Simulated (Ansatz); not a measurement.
System: H$_{6}$O$_{2}$Si$_{2}$Te.

```tsv
atom	x (Å)	y (Å)	z (Å)
O	-0.7878	1.6564	0.4624
Si	-0.2589	0.7545	-1.2381
O	-1.3850	-0.5071	-0.9402
Si	1.4422	-0.3383	0.0958
Te	0.0016	-1.1241	2.0362
H	-0.6745	0.9734	1.2360
H	-0.2259	2.4329	0.6788
H	-2.2182	-0.4163	-1.4402
H	2.4216	0.6334	0.7239
H	2.2680	-1.4803	-0.4511
H	-1.1252	-1.3675	0.7687
```

Core potentials replace the inner electrons of Te.

Method: RKS LDA/def2-SVP (Ansatz).

Q: What will maps of the electron density and electron localisation function show?

A: Si–O (1.72 Å): ρ is about 0.96 e/Å³ halfway; the ELF peaks at about 0.85 between the atoms, as expected for a shared but strongly polarised pair.
Si–Si (2.42 Å): ρ at the midpoint is about 0.56 e/Å³; the ELF peaks at about 0.95 between the atoms, as expected for a shared electron pair.
O–H (0.98 Å): the density is about 3.6 e/Å³ at the midpoint; the ELF climbs to about 1 towards the hydrogen, as it does in any bond to H; an ordinary covalent bond to hydrogen.

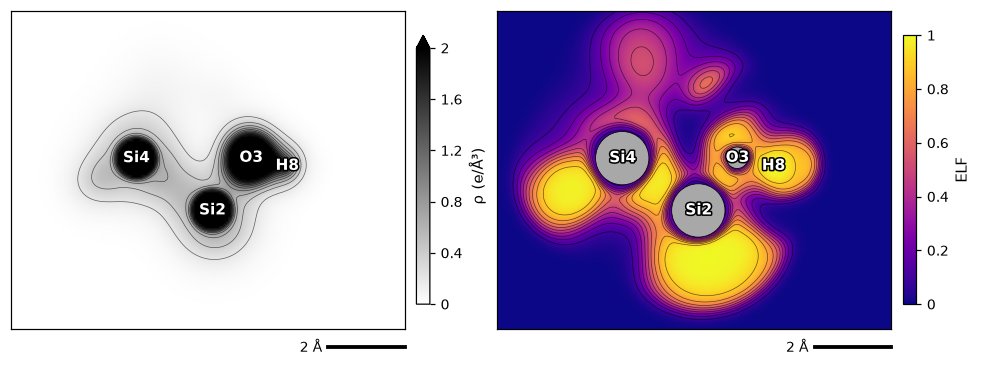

Computed electron density and electron localisation function on the plane of atoms O3, Si2 and Si4, in this order. Grey discs cover the atomic cores in the ELF map. 
